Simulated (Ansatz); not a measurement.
**BiB (model cell, started as layered BN type): a soft mode frozen in**

Wanted: the energy along a soft mode of BiB (model cell, started as layered BN type) and the structure at the end.

Method: DFT LDA, scalar-relativistic, plane waves, PAW, in Ansatz 0.2.0.

The structure was built from a prototype and need not be the compound's stable phase.

## Step 1: Starting point

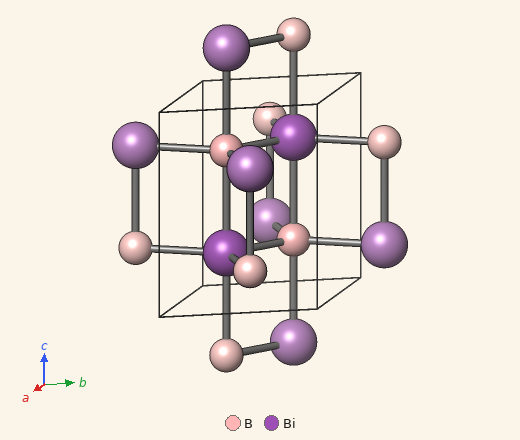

The starting structure, seen slightly off an axis (boron pink, bismuth purple). Some periodic images of atoms are drawn too.

## Step 2: The dispersion

The cell comes from relaxations at this level that are not shown. Stability and thermal properties need the whole zone. Linear response on a 3×3×2 q mesh gives force constants as far as a supercell of that size would.

input.yaml reads:

```yaml
crystal:
  lattice:
    - [4.1624801381, -2.9003e-06, 0.0]
    - [-2.0812375574, 3.6048149925, 0.0]
    - [0.0, 0.0, 5.3326373303]
  atoms:
    - { symbol: B, position: [0.3333333333, 0.6666666667, 0.25] }
    - { symbol: B, position: [0.6666666667, 0.3333333333, 0.75] }
    - { symbol: Bi, position: [0.6666666667, 0.3333333333, 0.25] }
    - { symbol: Bi, position: [0.3333333333, 0.6666666667, 0.75] }
kpoints:
  mp_grid: { grid: [12, 12, 8] }
hamiltonian:
  xc: lda
scf:
  occupations: { method: methfessel_paxton, width: 0.2 }
output:
  eigenvalues: true
phonons:
  method: dfpt
  qmesh: [3, 3, 2]
  temperatures: { t_max: 1000, t_step: 50 }
  qpath:
    path:
      - [[0.0, 0.0, 0.0], [0.5, 0.0, 0.0], [0.33333333, 0.33333333, 0.0], [0.0, 0.0, 0.0], [0.0, 0.0, 0.5], [0.5, 0.0, 0.5], [0.33333333, 0.33333333, 0.5], [0.0, 0.0, 0.5]]
      - [[0.5, 0.0, 0.5], [0.5, 0.0, 0.0]]
      - [[0.33333333, 0.33333333, 0.5], [0.33333333, 0.33333333, 0.0]]
    npoints: 10
```

On the command line:

```bash
$ ansatz run input.yaml --threads 4 --pin off --max-ram 7168MiB --backend cpu --events-out ev --progress --plain --runs-dir out
```

Numbers of over 12 decimals in the logs are rounded to 6 here.

Output:

```text
Warning: phonons: the dynamical matrix that this run interpolates holds no multipole term above the dipole-dipole one, and a site of this crystal is no centre of inversion, so its interpolated transverse optical and acoustic branches and sound speeds can stay off near Gamma, and the density of states and the thermodynamics with them. What a run solves at a wave vector of phonons.qpoints, Gamma apart, where the deck admits one, is free of this, and under fd what a larger phonons.supercell samples
Engine: ansatz 0.2.0, x86_64-unknown-linux-gnu
Pseudopotentials: kind: paw
Pseudopotential: B, paw, valence charge 3, recommended cutoff 420 eV (normal), B.paw.azcp
Pseudopotential: Bi, paw, valence charge 15, recommended cutoff 420 eV (normal), Bi.paw.azcp
Functional definition: SPW92
  exchange = slater_x
  correlation = pw_c
Crystal: 4 atoms, lattice volume = 80.016 Å³
Basis set: ecut = 420 eV, 1559 PW (Γ), exchange–correlation on 60×60×72 points (8 copies of the dense FFT grid, shifted against one another)
Bands: 22, of which v1, the nominal top of the filled ones, is band 18 counted from 1 (17 counted from 0)
Symmetry: 24 space group operations
k-points: 95 of 1152
Non-local potential: B, projectors of the file, l = 0: 2, l = 1: 2, l = 2: 1
Non-local potential: Bi, projectors of the file, l = 0: 2, l = 1: 2, l = 2: 2, l = 3: 2
PAW form: soft (Blöchl's): semilocal exchange-correlation on the pseudo side does not see the compensation charge
PAW frozen core: B, regenerated for the run's functional, and the local potential with it (the file was generated under x = pbe(κ = 0.804, μ = 0.219515), c = pbe(β = 0.066725))
PAW frozen core: Bi, regenerated for the run's functional, and the local potential with it (the file was generated under x = pbe(κ = 0.804, μ = 0.219515), c = pbe(β = 0.066725))
PAW one-centre angular grid: B, 110 points (default); XC on 64 Gauss nodes
PAW one-centre angular grid: Bi, 590 points (default); XC on 64 Gauss nodes
Initial density: superposition of atomic densities (neutral atoms: chi_scale 0, normalization atom), corrected by the library's trained network
Initial wavefunctions: pseudopotential atomic-orbital guess
Functional: x = slater, c = lda
SCF iter   1: F=—  HF=-24466.469335 eV  |F-HF|=—  |Δ(HF+E_count)|=         —  Δρ=7.19e-3  dr2=5.85e-2  ethr=1.77e-3  ⟨swp⟩=5.1  Hψ=9639  notcnv=0
preconditioner: auto → LDOS  [metal: Δε(μ)=0.031 eV  Ē_g=17.772 eV  σ=0.200 eV  W_gap=0.13  n_scr=22 (ndim 8)  ℏωp=24.9 eV  f_vac=0.018  D(μ)=1.63/eV (n_scr^D=8)  β→1.0]
SCF iter   2: F=—  HF=-24466.452126 eV  |F-HF|=—  |Δ(HF+E_count)|=   1.72e-2  S|Δr|=    0.00e0  Δρ=1.45e-3  dr2=8.36e-4  ethr=1.62e-4  ⟨swp⟩=2.1  Hψ=3245  notcnv=0
SCF iter   3: F=—  HF=-24466.452113 eV  |F-HF|=—  |Δ(HF+E_count)|=   1.33e-5  S|Δr|=    0.00e0  Δρ=5.11e-4  dr2=1.60e-4  ethr=2.32e-6  ⟨swp⟩=2.0  Hψ=3799  notcnv=0
SCF iter   4: F=—  HF=-24466.452034 eV  |F-HF|=—  |Δ(HF+E_count)|=   7.91e-5  S|Δr|=    0.00e0  Δρ=1.14e-4  dr2=1.17e-5  ethr=4.44e-7  ⟨swp⟩=2.1  Hψ=3532  notcnv=0
SCF iter   5: F=—  HF=-24466.452012 eV  |F-HF|=—  |Δ(HF+E_count)|=   2.14e-5  S|Δr|=    0.00e0  Δρ=2.75e-5  dr2=6.62e-7  ethr=3.25e-8  ⟨swp⟩=2.0  Hψ=2648  notcnv=0
SCF iter   6: F=—  HF=-24466.452025 eV  |F-HF|=—  |Δ(HF+E_count)|=   1.27e-5  S|Δr|=    0.00e0  Δρ=2.94e-6  dr2=6.57e-9  ethr=1.84e-9  ⟨swp⟩=2.0  Hψ=2858  notcnv=0
SCF iter   7: F=—  HF=-24466.452025 eV  |F-HF|=—  |Δ(HF+E_count)|=  4.37e-11  S|Δr|=    0.00e0  Δρ=3.63e-7  dr2=8.72e-11  ethr=1.82e-11  ⟨swp⟩=2.1  Hψ=3846  notcnv=0
SCF iter   8: F=-24466.452025 eV  HF=-24466.452025 eV  |F-HF|=3.64e-12  |Δ(HF+E_count)|=  1.75e-10  S|Δr|=    0.00e0  Δρ=6.82e-8  dr2=2.27e-12  ethr=1.00e-12  ⟨swp⟩=6.6  Hψ=11415  notcnv=0
SCF 1 converged in 8 iterations: F = -24466.452025 eV  dr2 = 2.27e-12
  greatest PAW one-centre occupation: 0.988 electrons in one spin orbital (limit 2), on the Bi atom at site 3 (counted from 0), in its partial waves of l = 2
Initial density: read from a saved state, or passed on in memory by an earlier SCF of this step, an earlier step, the calling program or the single point that the run made first
iter 1 solved again at ethr=4.02e-8 eV; its pass at ethr=3.10e-3 eV (dr2=1.45e-5 eV) is discarded
SCF iter   1: F=—  HF=-24466.452029 eV  |F-HF|=—  |Δ(HF+E_count)|=         —  Δρ=5.85e-7  dr2=2.46e-10  ethr=4.02e-8  ⟨swp⟩=3.6  Hψ=16478  notcnv=0
eigensolver tolerance schedule: the retry pair's looser diagonalisation over-reported the residual by 58788.52 of it (diagonalisation noise at 3.21 of the residual, at the tolerance the schedule requests for it); recorded, not acted on — ethr = c·dr2/N_el stays at c = 1.0e-1
preconditioner: auto → LDOS  [metal: Δε(μ)=0.015 eV  Ē_g=17.724 eV  σ=0.200 eV  W_gap=0.06  n_scr=22 (ndim 8)  ℏωp=24.9 eV  f_vac=0.012  D(μ)=1.64/eV (n_scr^D=8)  β→1.0]
SCF iter   2: F=—  HF=-24466.452025 eV  |F-HF|=—  |Δ(HF+E_count)|=   3.56e-6  S|Δr|=    0.00e0  Δρ=8.04e-7  dr2=3.77e-10  ethr=1.00e-12  ⟨swp⟩=4.1  Hψ=6715  notcnv=0
SCF iter   3: F=—  HF=-24466.452025 eV  |F-HF|=—  |Δ(HF+E_count)|=  1.42e-10  S|Δr|=    0.00e0  Δρ=3.27e-7  dr2=8.42e-11  ethr=1.00e-12  ⟨swp⟩=2.9  Hψ=4460  notcnv=0
SCF iter   4: F=—  HF=-24466.452025 eV  |F-HF|=—  |Δ(HF+E_count)|=  1.82e-11  S|Δr|=    0.00e0  Δρ=2.45e-7  dr2=4.23e-11  ethr=1.00e-12  ⟨swp⟩=1.0  Hψ=2090  notcnv=0
SCF iter   5: F=-24466.452025 eV  HF=-24466.452025 eV  |F-HF|=3.64e-12  |Δ(HF+E_count)|=  7.28e-12  S|Δr|=    0.00e0  Δρ=1.06e-7  dr2=8.26e-12  ethr=1.00e-12  ⟨swp⟩=2.0  Hψ=4937  notcnv=0
SCF 2 converged in 5 iterations: F = -24466.452025 eV  dr2 = 8.26e-12
phonons: the bands overlap, so this run is a metal and interpolates without the dipole-dipole term. If the crystal is really an insulator or semiconductor, its LO-TO splitting is missing
NSCF: frozen V_eff on 95 k-points
NSCF: frozen V_eff on 370 k-points
DFPT response loops at q = (0, 0, 0) (fractional): preconditioner auto → Kerker (q_TF=auto, 2.388 Å⁻¹) (partly filled bands, converged f_vac=0.012); β = 1.00, the filter's whole step (`scf.mixing.beta` (0.50) is not read by the response loops under this deck's `scf.mixing.preconditioner`; to damp them name `kerker` or `kerker_dos`, under which they read `scf.mixing.beta`, and type it under 1.00, their step now; both keys bind the ground state too); Broyden in place of MSR1
NSCF: frozen V_eff on 740 k-points
DFPT response loops at q = (0, 0, -0.5) (fractional): mixed as the last ones told, above
NSCF: frozen V_eff on 1440 k-points
DFPT response loops at q = (0, 0.333333, 0) (fractional): mixed as the last ones told, above
NSCF: frozen V_eff on 1440 k-points
DFPT response loops at q = (0, 0.333333, -0.5) (fractional): mixed as the last ones told, above
NSCF: frozen V_eff on 1440 k-points
DFPT response loops at q = (0.333333, 0.333333, 0) (fractional): mixed as the last ones told, above
NSCF: frozen V_eff on 1440 k-points
DFPT response loops at q = (0.333333, 0.333333, -0.5) (fractional): mixed as the last ones told, above
SCF converged after 8 iterations
Stability not checked: this state was not tested for a lower state beside it, because cold or Methfessel-Paxton smearing, or corrected tetrahedra, fill the levels in a way that the test cannot read (fill_not_monotonic; see scf.lower_state_search)
Free energy (F): -24466.452025 eV
Harris-Foulkes:  -24466.452025 eV  (|F-HF|=3.64e-12)
Internal energy: -24466.453569 eV  (E = F + TS)
E sigma→0 (E₀):  -24466.452411 eV
Entropy (-TS):   0.001544 eV (0.386 meV/atom)
Fermi energy:    10.358807 eV
--- Per-component energies (eV) ---
  E_band       = -170.839781
  E_kinetic    = 695.927446
  E_local      = -3072.875004  (includes V_loc(G=0)·N_el)
  E_nonlocal   = 1156.144142
  E_hartree    = 999.228639
  E_xc         = -361.443068
  E_vxc        = -361.145241  (∫ρ·V_xc dr)
  E_paw        = -20853.168483  (= ΣΔE_a)
  E_vpaw       = -587.347325  (= ΣTr[D̂ρ^β])
  E_aug_tail   = -0.001070  (compensation charges beyond the density's cutoff)
  E_ewald      = -3030.348070
  E_core_change = 0.081899  (= ΣΔE_core)
  E_smearing   = 0.001544  (= −TS)
  E_closure    = 0.000000  (closes the sum)
  Σ components = -24466.452025   (vs F -24466.452025, Δ=0.00e0)
--- Band table (eV; the first three rows and the last of 95) ---
  k-point 0: bands = [... 14 lower, 7.7741, 7.7741, 10.3778, 10.3778, 10.8010, 11.1391, 12.4827, 12.4827]
  k-point 1: bands = [... 14 lower, 7.8502, 7.8502, 9.9679, 10.2444, 10.2444, 12.0360, 12.5391, 12.5391]
  k-point 2: bands = [... 14 lower, 8.0733, 8.0733, 9.1053, 9.8840, 9.8840, 12.6723, 12.7266, 12.7266]
  k-point 94: bands = [... 14 lower, 5.8673, 5.8673, 11.4893, 11.4893, 12.5282, 12.5282, 13.8387, 13.8387]
--- Phonons (Γ-DFPT): 4 representative perturbations + reference (Σ response iterations 12) ---
  ASR residual: 5.069e-5 → 0.000e0 eV/Å²; symmetrization residual: 4.050e-6 eV/Å²
  ASR residual per site (eV/Å²): 7.87e-6 7.87e-6 5.07e-5 5.07e-5
  Γ frequencies (cm⁻¹): -135.13 -90.36 0.00 0.00 0.00 76.02 76.02 144.45 459.60 459.60 475.55 475.55
--- Phonons (arbitrary-q DFPT): 6 irreducible q on the 3×3×2 mesh ---
  q = [0.0000, 0.0000, 0.0000] (star 1, of the zone-centre solve; hermiticity 8.71e-7, symmetrization 3.02e-8): -135.13 -90.36 -0.00 0.00 0.00 76.02 76.02 144.45 459.60 459.60 475.55 475.55
  q = [0.0000, 0.0000, -0.5000] (star 1, 4 solved perturbations in 930 linear systems a pass and spin channel, the states on 370 of 1152 k-point pairs; hermiticity 7.81e-7, symmetrization 7.81e-8): 50.02 50.02 50.02 50.02 69.82 69.82 278.31 278.31 466.70 466.70 466.70 466.70
  q = [0.0000, 0.3333, 0.0000] (star 6, 6 solved perturbations in 3660 linear systems a pass and spin channel, the states on 720 of 1152 k-point pairs; hermiticity 9.13e-7, symmetrization 5.75e-8): -112.24 -63.42 29.11 74.85 85.08 86.41 102.52 143.34 409.08 415.22 448.68 449.25
  q = [0.0000, 0.3333, -0.5000] (star 6, 6 solved perturbations in 3660 linear systems a pass and spin channel, the states on 720 of 1152 k-point pairs; hermiticity 6.92e-7, symmetrization 4.09e-7): 46.29 46.29 63.21 63.21 104.22 104.22 213.24 213.24 429.82 429.82 439.87 439.87
  q = [0.3333, 0.3333, 0.0000] (star 2, 4 solved perturbations in 1750 linear systems a pass and spin channel, the states on 720 of 1152 k-point pairs; hermiticity 1.03e-6, symmetrization 5.12e-8): -114.68 -114.68 60.40 96.50 96.50 106.22 113.04 113.04 382.26 382.26 415.60 442.84
  q = [0.3333, 0.3333, -0.5000] (star 2, 4 solved perturbations in 1750 linear systems a pass and spin channel, the states on 720 of 1152 k-point pairs; hermiticity 3.75e-7, symmetrization 3.79e-8): 34.51 34.51 89.56 89.56 109.62 109.62 167.46 167.46 405.58 405.58 440.51 440.51
  sum rule: each row above includes the acoustic sum rule's correction from the zone centre's row sums; it moved no ω² by more than (0.44 cm⁻¹)²
  mesh force constants: q→R imaginary residual 1.30e-16; ASR residual 5.069e-5 → 0.000e0 eV/Å²; symmetrization residual 7.105e-15 eV/Å²
  interpolated dispersion: 93 rows × 12 modes
  density of states and harmonic sums: on the 18×18×12 q-mesh, interpolated from the force constants of a 3×3×2 supercell (no non-analytic term)
  largest difference from the sums on the solved wave vectors: F 4.73e-2 eV, S 5.88e-5 and C_V 1.31e-5 eV/K
  zero-point energy: 0.149044 eV/cell   skipped modes (ω ≤ 0): 266, of them read as no rigid motion or as one in doubt: 263 (1.031e0 modes/cell left out, lowest -135.13 cm⁻¹)   left out of the sums: 8.60e-2 of the cell's modes: C_V's classical limit lies that fraction below 3 k_B per atom; for a crystal, a wire or a layer, F and S can be off by more, and a phonons.interpolated_qmesh denser along its periods is the remedy for the sampling
```

Wall time 4.7 min (4 threads of Intel Xeon 6975P-C (Granite Rapids), shared host); peak memory 3.6 GiB; 18 min of CPU time.

This step gave:

* volume per atom: 20.00 Å³
* gap on the k-mesh: 0 eV
* sum-rule residual before enforcement: 5.07e-5 eV/Å²
* lowest frequency on the path: -135.1 cm⁻¹
* point group: 6/mmm
* highest frequency on the path or at a solved wavevector: 475.6 cm⁻¹
* highest optical mode at the zone centre (no LO-TO term): 475.6 cm⁻¹
* lowest optical zone-centre mode: -135.1 cm⁻¹
* lowest mode on the q mesh (acoustic modes at Γ apart): -135.1 cm⁻¹

Frequencies (cm⁻¹) solved at each irreducible wavevector; negative means imaginary. Frequencies by wavevector, by row:

```
q in reciprocal lattice units  star  mode 1  mode 2  mode 3  mode 4  mode 10  mode 11  mode 12
                        0 0 0     1  -135.1   -90.4       0       0    459.6    475.6    475.6
                     0 0 -0.5     1      50      50      50      50    466.7    466.7    466.7
                   0 0.3333 0     6  -112.2   -63.4    29.1    74.8    415.2    448.7    449.2
                0 0.3333 -0.5     6    46.3    46.3    63.2    63.2    429.8    439.9    439.9
              0.3333 0.3333 0     2  -114.7  -114.7    60.4    96.5    382.3    415.6    442.8
           0.3333 0.3333 -0.5     2    34.5    34.5    89.6    89.6    405.6    440.5    440.5
```

Interpolated from a 3×3×2 q mesh. Phonon branches along the path, in cm⁻¹:

```
    point  branch 1  branch 2  branch 3  branch 4  branch 9  branch 10  branch 11  branch 12
        Γ      -135       -90         0         0       460        460        476        476
        M      -100       -86        20        82       392        404        434        434
        K      -115      -115        60        96       382        382        416        443
        Γ      -135       -90         0         0       460        460        476        476
        A        50        50        50        50       467        467        467        467
        L        44        44        62        62       419        419        431        431
        H        34        34        90        90       406        406        440        440
        A        50        50        50        50       467        467        467        467
jump to L        44        44        62        62       419        419        431        431
        M      -100       -86        20        82       392        404        434        434
jump to H        34        34        90        90       406        406        440        440
        K      -115      -115        60        96       382        382        416        443
```

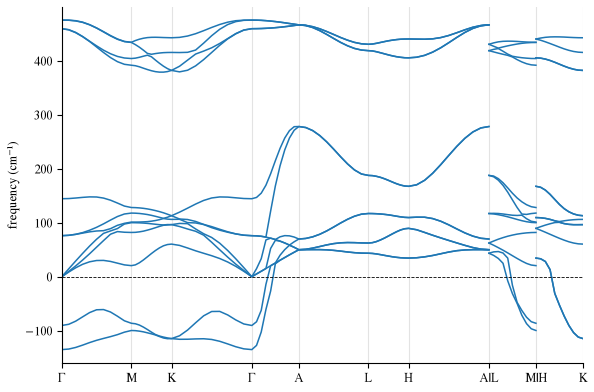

Phonon branches along the path.

Symmetry leaves 6 wavevectors to solve. The lowest mode among them, the acoustic zeros apart, lies at Γ and is imaginary, 135.1i cm⁻¹, so the energy falls along it.

## Step 3: The mode frozen in, largest atomic shift 0 Å

The mode followed lies at q = (0.333, 0.333, 0) with frequency 114.7i cm⁻¹ and is 2-fold degenerate, one of the unstable modes though not the softest. At small amplitude the distorted cell has space group no. 157 by a symmetry search on the positions. The undistorted cell that holds it gives the zero of energy on the same k mesh.

System of this step: BiB (model cell, started as layered BN type). It takes space group P6_3/mmc (No. 194, hexagonal). The conventional cell has a = 4.162 Å, b = 4.162 Å, c = 5.333 Å, α = 90.00°, β = 90.00°, γ = 120.00°. Nearest to B lie 5 Bi at 2.40 to 2.67 Å. Bi has 5 B at 2.40 to 2.67 Å nearest. Farther neighbours are not listed.

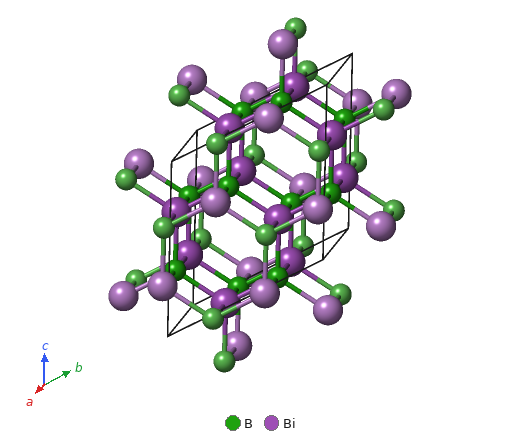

The cell of this step (boron green, bismuth purple). Some periodic images of atoms are drawn too.

input.yaml reads:

```yaml
crystal:
  lattice:
    - [0.0, 0.0, 5.3326373303]
    - [6.2437176955, -3.6048178928, 0.0]
    - [6.2437227189, 3.604809192, 0.0]
  atoms:
    - { symbol: B, position: [0.25, 0.6666666667, 0.3333333333] }
    - { symbol: B, position: [0.25, 0.0, 0.6666666667] }
    - { symbol: B, position: [0.25, 0.3333333333, 1.0] }
    - { symbol: B, position: [0.75, 0.0, 0.3333333333] }
    - { symbol: B, position: [0.75, 0.3333333333, 0.6666666667] }
    - { symbol: B, position: [0.75, 0.6666666667, 0.0] }
    - { symbol: Bi, position: [0.25, 0.0, 0.3333333333] }
    - { symbol: Bi, position: [0.25, 0.3333333333, 0.6666666667] }
    - { symbol: Bi, position: [0.25, 0.6666666667, 0.0] }
    - { symbol: Bi, position: [0.75, 0.6666666667, 0.3333333333] }
    - { symbol: Bi, position: [0.75, 0.0, 0.6666666667] }
    - { symbol: Bi, position: [0.75, 0.3333333333, 1.0] }
kpoints:
  mp_grid: { grid: [8, 6, 6] }
hamiltonian:
  xc: lda
scf:
  occupations: { method: methfessel_paxton, width: 0.2 }
output:
  forces: true
  stress: true
  eigenvalues: true
```

Output:

```text
[...]
Crystal: 12 atoms, lattice volume = 240.048 Å³
Basis set: ecut = 420 eV, 4649 PW (Γ)
Bands: 66, of which v1, the nominal top of the filled ones, is band 54 counted from 1 (53 counted from 0)
Symmetry: 72 space group operations
[...]
k-points: 35 of 288
[...]
k-point 0: bands = [... 50 lower, 7.7747, 7.7747, 10.3787, 10.3787, 10.8006, 11.1396, 12.4830, 12.4830, ... 8 higher]
  k-point 1: bands = [... 50 lower, 7.9686, 8.7389, 9.3167, 10.2027, 10.6009, 11.5572, 11.8985, 12.0129, ... 8 higher]
  k-point 2: bands = [... 50 lower, 8.4632, 8.5919, 9.6758, 9.7399, 10.0259, 10.0528, 11.2082, 12.0913, ... 8 higher]
  k-point 34: bands = [... 50 lower, 10.2820, 10.2820, 10.2820, 10.2820, 10.7159, 10.7159, 10.7159, 10.7159, ... 8 higher]
[key lines of the parts left out:]
SCF converged after 6 iterations
Free energy (F): -73399.334856 eV
Fermi energy:    10.351551 eV
P = ⅓ Tr σ = 0.0171 GPa (0.171 kbar)
```

It took 4 s on 4 threads; peak memory 1.1 GiB; 15 s of CPU time.

This step gave:

```yaml
pressure: 0.01712 GPa
energy_from_the_undistorted_cell: 0 meV/atom
```

The run ends at a pressure of 0.02 GPa.

(Continued in part 2 of 3.)

[Logs are printed without paths, hosts, clocks, repeated set-up lines and the standing remarks that a program may print on its own settings, such as how far it seeks lower states.]

[Hosts, paths, dates, database ids (printed as entryN), source tags and the programs' standing remarks are cut or masked in the printed files.]
